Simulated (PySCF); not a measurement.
# UB2PLYP/STO-3G run of SiH3O (SMILES [O][SiH3])

What is the vertical ionisation energy of SiH3O at UB2PLYP/STO-3G? The job is set up through a Python script.

The results are computed with PySCF 2.14.0.

15 further runs of the same task are left out: 6 that didn't finish, 9 set aside as unsound or not needed.

### 1 The system as given

The species is SiH3O (5 atoms), meant as a doublet with charge 0. SMILES: `[O][SiH3]`. The shape is that of a GFN2-xTB optimisation.

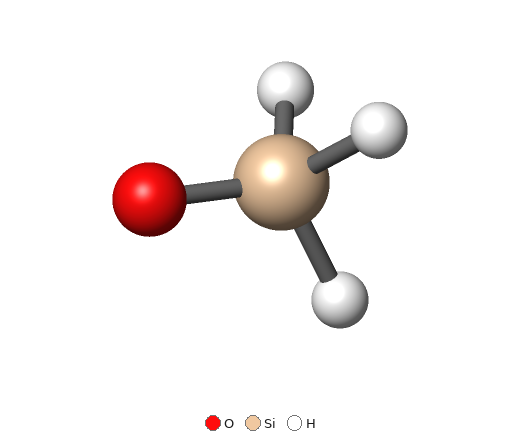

The structure, seen from a chosen angle (oxygen red, silicon light orange, hydrogen white).

### 2 The energy at UB2PLYP/STO-3G

Input file calc.py:

```python
# [O][SiH3]
from pyscf import gto, dft, mp

molecule = gto.Mole()
molecule.atom = [
    ('O', (-1.416610, 0.267850, 0.690210)),
    ('Si', (-0.065850, 0.007840, 0.019870)),
    ('H', (-0.120650, -0.242400, -1.447490)),
    ('H', (0.685890, -1.159260, 0.572930)),
    ('H', (0.917210, 1.125960, 0.164480)),
]
molecule.spin = 1
molecule.max_memory = 1860
molecule.basis = 'sto-3g'
molecule.verbose = 4
molecule.build()

mf = dft.UKS(molecule, xc='0.53*HF + 0.47*B88, 0.73*LYP')
mf.grids.level = 5
mf.conv_tol = 1e-10
mf.kernel()
if not mf.converged:
    mf = mf.newton().run(mf.mo_coeff, mf.mo_occ)

pt = mp.MP2(mf, frozen=6).run()
e_final = mf.e_tot + 0.27 * pt.e_corr
print('PT2 part  %.8f' % (0.27 * pt.e_corr))
print('E(%s) = %.9f' % ('B2PLYP', e_final))
```

The run is started by

```console
$ OMP_NUM_THREADS=1 python calc.py
```

The log of the run:

```text
PySCF version 2.14.0

[INPUT] num. atoms = 5
[INPUT] num. electrons = 25
[INPUT] charge = 0
[INPUT] spin (= nelec alpha-beta = 2S) = 1
[INPUT] symmetry False subgroup None
[INPUT] Mole.unit = angstrom
[INPUT] Symbol           X                Y                Z      unit          X                Y                Z       unit  Magmom
[INPUT]  1 O     -1.416610000000   0.267850000000   0.690210000000 AA   -2.677004925320   0.506163142465   1.304307868436 Bohr   0.0
[INPUT]  2 Si    -0.065850000000   0.007840000000   0.019870000000 AA   -0.124438465303   0.014815452817   0.037548858095 Bohr   0.0
[INPUT]  3 H     -0.120650000000  -0.242400000000  -1.447490000000 AA   -0.227995456929  -0.458069612595  -2.735359668047 Bohr   0.0
[INPUT]  4 H      0.685890000000  -1.159260000000   0.572930000000 AA    1.296144251578  -2.190683907163   1.082680788547 Bohr   0.0
[INPUT]  5 H      0.917210000000   1.125960000000   0.164480000000 AA    1.733275698712   2.127756027215   0.310822152968 Bohr   0.0

nuclear repulsion = 59.280886767724
number of shells = 11
number of NR pGTOs = 51
number of NR cGTOs = 17
basis = sto-3g
ecp = {}

[... 93 lines left out ...]
converged SCF energy = -361.746090338649  <S^2> = 0.75396955  2S+1 = 2.0039656
[... 1 line left out ...]
******** <class 'pyscf.mp.ump2.UMP2'> ********
nocc = (np.int64(7), np.int64(6)), nmo = (11, 11)
frozen orbitals 6
E(UMP2) = -361.819840988226  E_corr = -0.073750649576993
E(SCS-UMP2) = -361.828486640051  E_corr = -0.0823963014027515
E_corr(same-spin) = -0.00704362856496925
E_corr(oppo-spin) = -0.0667070210120237
PT2 part  -0.01991268
E(B2PLYP) = -361.766003014
```

Run time: 5.1 s. Hardware: 1 thread of Arm Neoverse V1, shared host; peak memory 0.2 GiB.

### 3 The singlet cation

Input file mol.xyz:

```xyz
5
H3OSi
O     -1.416610     0.267850     0.690210
Si    -0.065850     0.007840     0.019870
H     -0.120650    -0.242400    -1.447490
H      0.685890    -1.159260     0.572930
H      0.917210     1.125960     0.164480
```

Input file input.py:

```python
from pyscf import gto, dft, mp

mol = gto.Mole()
mol.atom = 'mol.xyz'
mol.max_memory = 1860
mol.spin = 0
mol.charge = 1
mol.verbose = 3
mol.basis = 'sto-3g'
mol.build()

calc0 = dft.RKS(mol, xc='0.53*HF + 0.47*B88, 0.73*LYP')
calc0.conv_tol = 1e-10
calc0.grids.level = 5
calc0.kernel()
if not calc0.converged:
    calc0 = calc0.newton().run(calc0.mo_coeff, calc0.mo_occ)

pt = mp.MP2(calc0, frozen=6).run()
e_tot = calc0.e_tot + 0.27 * pt.e_corr
print('PT2 part  %.8f' % (0.27 * pt.e_corr))
print('E = %.10f Eh' % e_tot)
```

The run is started by

```console
$ OMP_NUM_THREADS=1 python input.py
```

The log of the run:

```text
converged SCF energy = -361.354596586214
E(RMP2) = -361.506703030533  E_corr = -0.152106444319351
E(SCS-RMP2) = -361.52075071968  E_corr = -0.166154133466091
PT2 part  -0.04106874
E = -361.3956653262 Eh
```

Run time: 3.9 s. Hardware: 1 thread of Arm Neoverse V1, shared host; peak memory 0.19 GiB.

### 4 Results

Level: UB2PLYP/STO-3G, 6 core orbitals frozen.

| quantity | value |
| --- | --- |
| doublet SiH3O: total energy | -361.76600 Eh |
| doublet SiH3O: dipole moment (SCF part) | 0.49 D |
| doublet SiH3O: HOMO energy (SCF part's orbitals) (highest over α and β) | -6.38 eV |
| doublet SiH3O: LUMO energy (SCF part's orbitals) (lowest over α and β) | 2.62 eV |
| doublet SiH3O: ⟨S²⟩ | 0.754 |
| singlet cation: total energy | -361.39567 Eh |
| singlet cation: HOMO energy (SCF part's orbitals) | -16.17 eV |
| singlet cation: LUMO energy (SCF part's orbitals) | -11.68 eV |
| singlet cation: HOMO–LUMO gap (SCF part's orbitals) | 4.49 eV |
| vertical ionisation energy (to the singlet cation) | 10.077 eV |

What this shows: Removing an electron at fixed nuclei costs 10.08 eV (232 kcal/mol). Only the singlet of the ionised species was computed; a triplet could lie lower. In a minimal basis such a difference can be off by several eV, whatever the method. Mulliken charges (doublet SiH3O) run from -0.32 on O1 to +0.75 on Si2; they depend strongly on the basis.
